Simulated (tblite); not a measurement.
# Geometry relaxation, with input and output: C₇H₁₆Ge (part 2 of 2)

The same run, continued: C₇H₁₆Ge; GFN2-xTB geometry optimisation, gas phase (tblite 0.8.0). It belongs to a series of runs on one base structure; here: constitutional isomer.

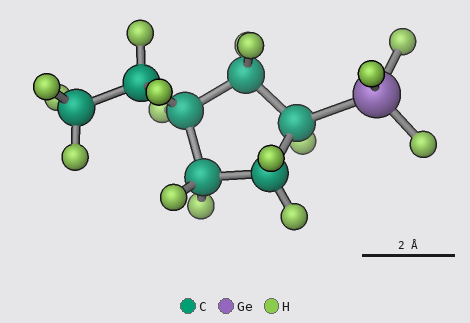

**Figure 1.** The geometry at step 143 of the log (ball-and-stick view, seen on its broad side).

**Trajectory as extended XYZ, continued**
```
24
Properties=species:S:1:pos:R:3:forces:R:3 step=96 energy=-682.38075
C    -2.9993    0.6371    0.4847    0.0180   0.0090   0.0120
C    -1.4894    0.7867    0.6303   -0.0020   0.0010   0.0100
C    -0.7263    0.5789   -0.6820   -0.0020   0.0100   0.0000
C    -0.6903   -0.8973   -1.1006    0.0050  -0.0010  -0.0060
C     0.5776   -1.4381   -0.4523    0.0140   0.0030  -0.0020
C     1.5867   -0.3129   -0.6737    0.0040   0.0140   0.0090
Ge    3.1040   -0.3771    0.5927   -0.0120   0.0040  -0.0110
C     0.7588    0.9749   -0.5273    0.0020  -0.0010  -0.0050
H    -3.2689   -0.3441    0.1033    0.0030  -0.0100  -0.0120
H    -3.3906    1.3894   -0.1956   -0.0100   0.0030  -0.0440
H    -3.4829    0.7682    1.4493   -0.0130   0.0050   0.0260
H    -1.2807    1.7936    1.0008    0.0080  -0.0060   0.0090
H    -1.1191    0.0760    1.3723   -0.0150   0.0070   0.0150
H    -1.2087    1.1853   -1.4543    0.0060  -0.0030  -0.0020
H    -0.6045   -0.9723   -2.1862   -0.0020  -0.0040  -0.0120
H    -1.5818   -1.4403   -0.7914    0.0110   0.0000   0.0050
H     0.9062   -2.3829   -0.8852    0.0020  -0.0060  -0.0080
H     0.4115   -1.5932    0.6166   -0.0030  -0.0020   0.0080
H     1.9639   -0.3854   -1.6982   -0.0230   0.0070   0.0080
H     2.5885   -0.2713    1.9941    0.0130  -0.0100   0.0090
H     4.0656    0.7528    0.3960   -0.0010   0.0070  -0.0060
H     3.8937   -1.6445    0.4948    0.0030  -0.0130   0.0040
H     1.0581    1.7136   -1.2718   -0.0100  -0.0070   0.0140
H     0.9163    1.4228    0.4581    0.0040  -0.0080  -0.0200
24
Properties=species:S:1:pos:R:3:forces:R:3 step=119 energy=-682.38271
C    -3.0095    0.6548    0.4689   -0.0040   0.0050   0.0080
C    -1.5008    0.7806    0.6414    0.0140  -0.0010  -0.0120
C    -0.7287    0.5703   -0.6659    0.0080  -0.0030  -0.0080
C    -0.6882   -0.9049   -1.0897   -0.0040  -0.0030   0.0040
C     0.5895   -1.4438   -0.4580   -0.0110  -0.0060   0.0070
C     1.5894   -0.3094   -0.6723   -0.0130   0.0060  -0.0060
Ge    3.1151   -0.3739    0.5825    0.0150  -0.0090  -0.0010
C     0.7546    0.9710   -0.5101   -0.0070   0.0040   0.0030
H    -3.2888   -0.3375    0.1233    0.0030   0.0030   0.0010
H    -3.3686    1.3820   -0.2567   -0.0080  -0.0040   0.0020
H    -3.5119    0.8386    1.4161   -0.0110  -0.0050  -0.0070
H    -1.2797    1.7818    1.0202   -0.0060  -0.0010  -0.0040
H    -1.1538    0.0617    1.3869   -0.0040   0.0010  -0.0070
H    -1.2101    1.1742   -1.4409    0.0120   0.0060   0.0050
H    -0.6168   -0.9771   -2.1770    0.0010   0.0020   0.0090
H    -1.5727   -1.4533   -0.7700    0.0010  -0.0020   0.0020
H     0.9196   -2.3809   -0.9067    0.0080   0.0020   0.0010
H     0.4318   -1.6149    0.6097   -0.0010   0.0040   0.0110
H     1.9583   -0.3693   -1.7000    0.0020   0.0040  -0.0070
H     2.6192   -0.2780    1.9931    0.0090  -0.0060  -0.0170
H     4.0725    0.7589    0.3779   -0.0060   0.0050   0.0000
H     3.9079   -1.6389    0.4692   -0.0010  -0.0060   0.0040
H     1.0457    1.7200   -1.2471    0.0060  -0.0020   0.0130
H     0.9139    1.4074    0.4795   -0.0040   0.0070   0.0010
24
Properties=species:S:1:pos:R:3:forces:R:3 step=143 energy=-682.39996
C    -3.1443    0.7667    0.2016   -0.0020   0.0110  -0.0120
C    -1.6771    0.8526    0.6055   -0.0130   0.0060   0.0100
C    -0.7270    0.5252   -0.5501   -0.0060   0.0050   0.0210
C    -0.6719   -0.9849   -0.8588    0.0050  -0.0080  -0.0230
C     0.6835   -1.4485   -0.3337   -0.0100  -0.0070   0.0040
C     1.5971   -0.2622   -0.6253   -0.0130  -0.0130  -0.0010
Ge    3.3172   -0.4049    0.3357   -0.0280   0.0250  -0.0290
C     0.7274    0.9281   -0.2204    0.0280   0.0020   0.0230
H    -3.4019   -0.2316   -0.1443    0.0140  -0.0010   0.0090
H    -3.3536    1.4684   -0.6020   -0.0130   0.0140  -0.0340
H    -3.7875    1.0144    1.0427    0.0050  -0.0170   0.0220
H    -1.4707    1.8663    0.9562    0.0000   0.0280  -0.0100
H    -1.4863    0.1718    1.4386    0.0240  -0.0090  -0.0210
H    -1.0687    1.0726   -1.4349    0.0060  -0.0230   0.0300
H    -0.7182   -1.1482   -1.9367   -0.0180  -0.0070  -0.0060
H    -1.4955   -1.5318   -0.3984    0.0320   0.0450  -0.0170
H     1.0271   -2.3740   -0.7965   -0.0140   0.0050  -0.0190
H     0.6265   -1.6056    0.7467    0.0040  -0.0180   0.0100
H     1.7878   -0.2175   -1.7025   -0.0200  -0.0190   0.0070
H     3.0878   -0.5788    1.8035    0.0020   0.0180   0.0090
H     4.1987    0.7894    0.1568    0.0070   0.0190   0.0030
H     4.0914   -1.5942   -0.1353    0.0290  -0.0120   0.0080
H     1.0226    1.8468   -0.7294    0.0040  -0.0310   0.0130
H     0.8241    1.0998    0.8556   -0.0210  -0.0120   0.0020
24
Properties=species:S:1:pos:R:3:forces:R:3 step=167 energy=-682.41151
C    -3.1685    0.8160    0.0865   -0.0010  -0.0010  -0.0030
C    -1.7307    0.9261    0.5798   -0.0010  -0.0070  -0.0070
C    -0.7094    0.5030   -0.4775   -0.0070   0.0020  -0.0010
C    -0.6930   -1.0191   -0.7451    0.0050  -0.0030   0.0040
C     0.7117   -1.4970   -0.3660    0.0020  -0.0010   0.0030
C     1.5909   -0.2752   -0.6128    0.0000   0.0070   0.0040
Ge    3.3701   -0.3836    0.2386    0.0010  -0.0180  -0.0130
C     0.7275    0.8502   -0.0512   -0.0030   0.0060   0.0060
H    -3.4113   -0.2089   -0.1831    0.0000  -0.0030   0.0000
H    -3.3190    1.4423   -0.7903    0.0010   0.0050   0.0030
H    -3.8594    1.1398    0.8616   -0.0100  -0.0060  -0.0030
H    -1.5341    1.9640    0.8622    0.0090  -0.0150  -0.0050
H    -1.6024    0.3090    1.4726    0.0070   0.0050  -0.0040
H    -0.9458    1.0324   -1.4061    0.0070  -0.0100   0.0010
H    -0.8799   -1.2200   -1.8012   -0.0080   0.0120   0.0150
H    -1.4569   -1.5388   -0.1668    0.0120   0.0130  -0.0040
H     1.0293   -2.3680   -0.9398   -0.0150   0.0010  -0.0020
H     0.7412   -1.7576    0.6953    0.0090  -0.0080   0.0000
H     1.7055   -0.1364   -1.6926    0.0040   0.0110   0.0120
H     3.2272   -0.5799    1.7147    0.0030   0.0010   0.0100
H     4.1719    0.8633    0.0344   -0.0010  -0.0020   0.0000
H     4.1951   -1.5216   -0.2790   -0.0180   0.0150  -0.0020
H     1.0358    1.8358   -0.4008    0.0070  -0.0070  -0.0100
H     0.7924    0.8440    1.0411   -0.0020   0.0050  -0.0050
24
Properties=species:S:1:pos:R:3:forces:R:3 step=191 energy=-682.41377
C    -3.1798    0.8336    0.0054    0.0090  -0.0030   0.0010
C    -1.7662    0.9702    0.5584    0.0070  -0.0020   0.0040
C    -0.7030    0.4926   -0.4301    0.0030   0.0030   0.0010
C    -0.7017   -1.0377   -0.6415   -0.0040   0.0020   0.0000
C     0.7378   -1.5066   -0.3923    0.0010   0.0070  -0.0020
C     1.5882   -0.2550   -0.5955    0.0050   0.0030  -0.0010
Ge    3.3938   -0.3853    0.1934   -0.0040  -0.0020   0.0000
C     0.7205    0.8274    0.0373    0.0050  -0.0020   0.0000
H    -3.3987   -0.2021   -0.2428   -0.0090   0.0010  -0.0010
H    -3.2940    1.4320   -0.8959   -0.0040   0.0000  -0.0040
H    -3.9090    1.1734    0.7373   -0.0050  -0.0010  -0.0010
H    -1.5775    2.0195    0.7995    0.0010  -0.0020  -0.0030
H    -1.6784    0.3966    1.4843    0.0010   0.0050   0.0050
H    -0.8810    0.9879   -1.3903   -0.0030  -0.0010   0.0030
H    -1.0115   -1.2806   -1.6582    0.0030  -0.0030  -0.0020
H    -1.3928   -1.5304    0.0420   -0.0020  -0.0010   0.0020
H     1.0305   -2.3228   -1.0530    0.0010   0.0020   0.0000
H     0.8428   -1.8533    0.6393    0.0030   0.0010  -0.0010
H     1.6750   -0.0546   -1.6682   -0.0030  -0.0020   0.0010
H     3.3116   -0.6315    1.6669   -0.0030  -0.0030   0.0020
H     4.1906    0.8659   -0.0016    0.0000   0.0030  -0.0010
H     4.1903   -1.5053   -0.3980    0.0030  -0.0030   0.0000
H     1.0253    1.8343   -0.2493   -0.0030  -0.0020   0.0000
H     0.7756    0.7514    1.1273   -0.0040  -0.0020  -0.0030
```

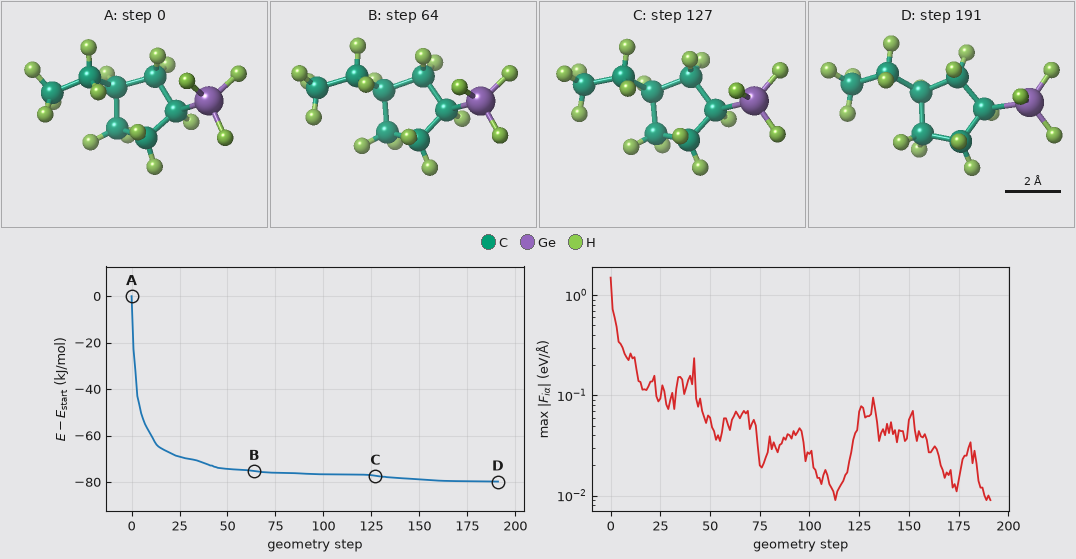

**Figure 2.** Frames of the relaxation (ball-and-stick view, seen at a tilt) above the curves, on which the letters mark them (steps are counted from 0).

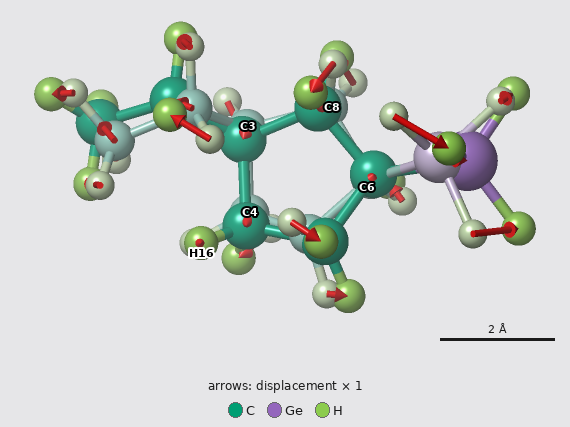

**Figure 3.** Start (faint) and end (solid) with the displacements as red arrows, at true length (ball-and-stick view, seen at a tilt). The two geometries are laid on each other by the best rigid fit. Over 191 geometry steps the energy falls by 79.8 kJ/mol. The largest force component goes from 1.5 to 0.009 eV/Å. H9 moves most after the best rigid fit: 1.30 Å. By element the largest moves are H 1.30 Å, C 0.75 Å, Ge 0.59 Å. Among the contacts that change: Ge7–H20 1.562 → 1.496 Å, Ge7–H22 1.550 → 1.496 Å, Ge7–H21 1.544 → 1.496 Å, C3–C4 1.501 → 1.545 Å. Among the angles that change: C6–C8–H23 106.2° → 112.8°, Ge7–C6–C8 107.2° → 113.7°, H9–C1–H10 114.8° → 108.3°. (Atoms are counted from 1 in the order of the input.)

The run was set up as follows.

**Input file**
```
{"job": {"kind": "relax", "xc": "GFN2-xTB", "basis": "xTB"}, "charge": 0, "multiplicity": 1}
C     -2.839400     0.351000     0.444600
C     -1.401200     0.768000     0.702000
C     -0.653400     0.712200    -0.597500
C     -0.733800    -0.682700    -1.147100
C      0.443600    -1.334700    -0.430900
C      1.523500    -0.314800    -0.716200
Ge     2.960800    -0.400800     0.595900
C      0.809700     0.991800    -0.507900
H     -3.028400    -0.605200     0.959500
H     -2.997400     0.327700    -0.638900
H     -3.471300     1.124700     0.941700
H     -1.338000     1.742300     1.224300
H     -0.982800    -0.023200     1.380700
H     -1.112300     1.451200    -1.303800
H     -0.534300    -0.642700    -2.231600
H     -1.688200    -1.212700    -0.906400
H      0.656500    -2.306000    -0.912100
H      0.325600    -1.424800     0.654100
H      1.900700    -0.454200    -1.735900
H      2.402000    -0.015300     2.002400
H      4.011400     0.666500     0.220500
H      3.533000    -1.841000     0.589100
H      1.126300     1.654300    -1.341500
H      1.075800     1.488200     0.429500
```

The first line tells a small driver script what to run in tblite; the rest is the geometry in Å.

Run as:
```bash
OMP_NUM_THREADS=1 python <driver script> task.json out
```

**Results in brief**

- outcome: converged
- total energy: −682.4138 eV
- hardware: 1 CPU thread, shared host
- wall time: 2.8 s
- peak memory: 0.18 GiB
